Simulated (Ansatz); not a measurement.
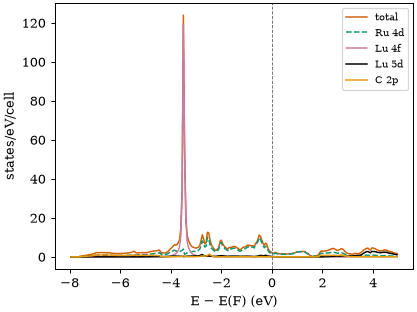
*Total and projected density of states of LuRu₃C (anti-perovskite, Pm-3m), the program Ansatz at the r²SCAN level (PAW)*

Problem. Which orbitals carry the states next to the Fermi level?

Solution. Within 0.5 eV of the Fermi level: Ru 4d 83 %, Lu 5d 8 %. Projections are on Löwdin-orthogonalised atomic valence shells; empty p or d shells of many metals are not among them.

Problem. Where is the tallest occupied peak in this window, and what makes it?

Solution. Near -3.5 eV, about 120 states/eV per cell; the largest projected share is Lu 4f.

The workflow started from a Materials Project entry (that database holds measured and hypothetical structures alike); the Crystallography Open Database copy checked does not list it. Its standing as an ambient phase is unchecked. The r²SCAN relaxation kept the symmetry of its start; its stability against distortions is not shown here. No spin polarisation was allowed. Scalar-relativistic: spin–orbit coupling is off unless named, which matters more the heavier the elements.

Potentials: the later of the program's two PAW sets.
